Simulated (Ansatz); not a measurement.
The figure comes from a scan of TiC (rock salt): a phonon pattern at X = (0.5, 0.5, 0.0) is frozen into a 4-atom cell, Q being the largest atomic displacement. The numbers are results of PBE (plane waves to 420 eV, PAW, scalar-relativistic; Ansatz, a quantum-chemistry and plane-wave program), not measurements. k mesh 18×18×18 (Γ-centred), Fermi-Dirac smearing 0.05 eV. Energies are smeared free energies. With partly filled bands, energies and forces of such displacements shift with the k mesh and the smearing. TiC is run without spin polarisation. TiC was relaxed with its symmetry unable to fall. ΔE is measured from the undisplaced structure.

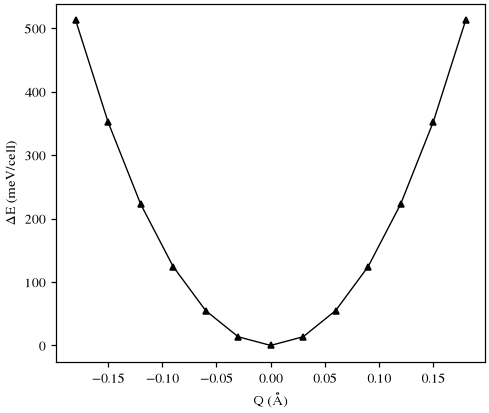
Fig. 1. ΔE (meV/cell) against Q (Å); computed points joined by lines.

Read the plotted values off the figure, to the accuracy that the plot allows.

To the nearest 10:

| Q (Å) | ΔE (meV/cell) |
|---|---|
| -0.180 | 510 |
| -0.150 | 350 |
| -0.120 | 220 |
| -0.090 | 120 |
| -0.060 | 50 |
| -0.030 | 10 |
| 0.000 | 0 |
| 0.030 | 10 |
| 0.060 | 50 |
| 0.090 | 120 |
| 0.120 | 220 |
| 0.150 | 350 |
| 0.180 | 510 |

(For displaced atoms, the force is minus the slope of the energy, and its curvature is a force constant, which sets phonon frequencies.)
